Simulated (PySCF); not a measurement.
```yaml
atoms:
  - { symbol: C, position_ang: [2.3063, 0.0557, 0.0607] }
  - { symbol: C, position_ang: [1.1385, -0.2565, 0.1386] }
  - { symbol: C, position_ang: [-0.2745, -0.6071, 0.2225] }
  - { symbol: C, position_ang: [-1.2055, 0.5090, -0.2476] }
  - { symbol: H, position_ang: [3.3430, 0.3272, -0.0071] }
  - { symbol: H, position_ang: [-0.5099, -0.8807, 1.2654] }
  - { symbol: H, position_ang: [-0.4484, -1.5196, -0.3734] }
  - { symbol: H, position_ang: [-2.2568, 0.1960, -0.1643] }
  - { symbol: H, position_ang: [-1.0067, 0.7717, -1.2968] }
  - { symbol: H, position_ang: [-1.0679, 1.4170, 0.3575] }
```

Geometry: PBE0-D3(BJ)/def2-SVP.

All numbers below come from DFT single point, gas phase, functional PBE0 in PySCF 2.14.0, density-fitted response routines.

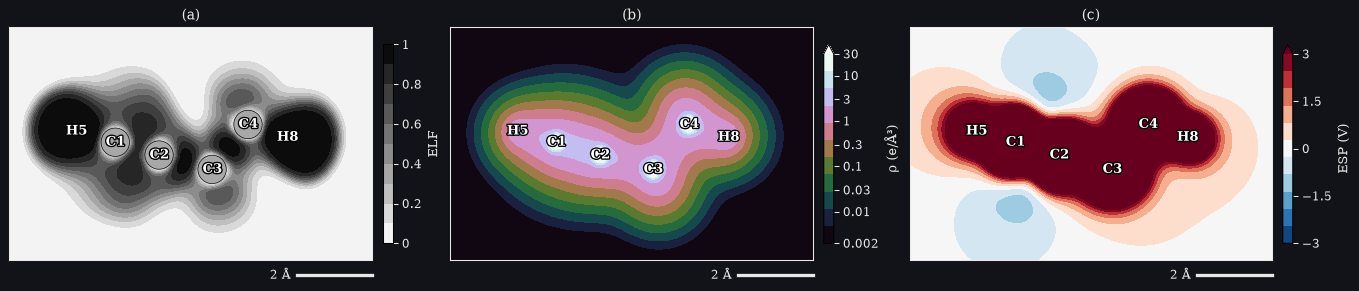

C₄H₆. (a) electron localisation function; (b) electron density; (c) electrostatic potential on the plane of atoms C3, C4 and H8. Grey discs cover the atomic cores in the ELF map.

> Read the bonding off the picture.

- The section cuts through C and H sites.
- C–C (1.21 Å): ρ is about 2.8 e/Å³ halfway; the ELF peaks at about 0.85 between the atoms; a short, multiple covalent bond.
- C–H (1.07 Å): the density is about 2.1 e/Å³ at the midpoint; the ELF climbs to about 1 towards the hydrogen, as it does in any bond to H (a covalent bond by its length).
- Outside the dense part of the molecule the potential is most negative (−1.1 V) near C1.
